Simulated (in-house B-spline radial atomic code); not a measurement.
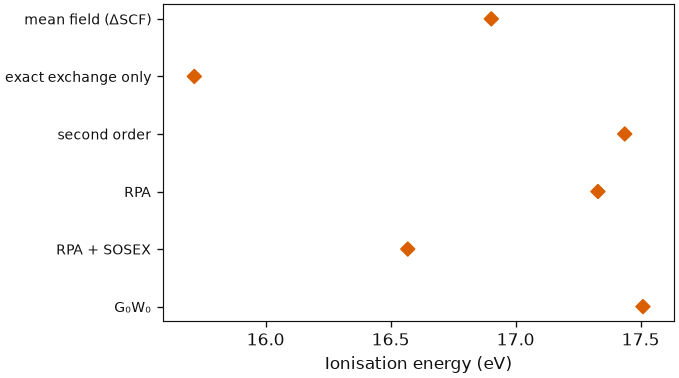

The ionisation energy of Re⁺ ([Xe] 4f¹⁴ 5d⁵ 6s → [Xe] 4f¹⁴ 5d⁵) across levels of theory. All-electron spherical atom, scalar X2C, PBE0 start, no spin-orbit coupling, Breit or QED terms; computed with a B-spline radial code. Differences of total energies, each species on its own start, beside the G₀W₀ level.

**Which methods come out highest and lowest?**

The values run from 15.71 eV (exact exchange only) to 17.51 eV (G₀W₀).

```csv
Method,Ionisation energy (eV)
mean field (ΔSCF),16.90
exact exchange only,15.71
second order,17.44
RPA,17.33
RPA + SOSEX,16.57
G₀W₀,17.51
```

Known limits: relativistic terms absent here (spin-orbit coupling, Breit, QED) can be large for so heavy or highly charged an atom or ion.
